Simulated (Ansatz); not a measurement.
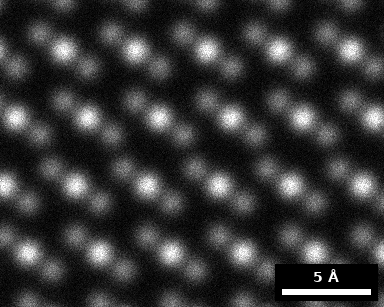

Z-contrast image of SnGe$_{2}$ (Fm-3m, No. 225) along [110]. Simulated incoherent Z contrast: every atom adds Z^1.7 spread by a probe of 1.15 Å full width; channelling and multiple scattering are left out. The probe carries 25 % of its weight in a tail 2.5 times as wide. Shot noise was added.

One planar defect was built into the perfect crystal by geometry alone, without relaxation. Host structure: coordinates from a relaxation (final pressure about 2 GPa) with DFT PBE, scalar-relativistic, plane waves, PAW in Ansatz; the starting structure was generated, so it need not be a known form of this composition.

Q: Find the planar defect and say what kind it is.

A planar fault (a stacking fault or antiphase boundary) runs horizontally about 9 Å below the top edge. The part above it is shifted along the boundary by 1/2 of the 4.11 Å repeat of the rows (2.1 Å to the right, the same as to the left); both parts keep the same orientation.
